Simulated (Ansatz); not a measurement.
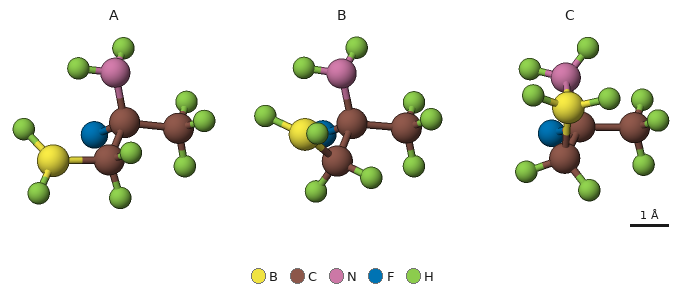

3 geometries from a converged minimum-energy path of C₃H₉BFN, shuffled. A ball-and-stick model, seen from a free direction.

Theory: RKS B3LYP/cc-pVDZ in Ansatz 0.2.0. Set-up: 5 movable images; climbing image; force threshold 0.03 eV/Å; iteration limit 60; starting path by image-dependent pair potential.

Question: Which of them lies highest in energy?

Answer: B. In order along the path, whose images run from 0 to 6: C (image 0, 0.00 eV), B (image 3, +0.53 eV), A (image 6, +0.36 eV). Breaking: B–N (1.72 → 3.08 Å).

Cost: 5.2 min on 2 threads of Arm Neoverse V1, on a shared host, peak memory 0.35 GiB.
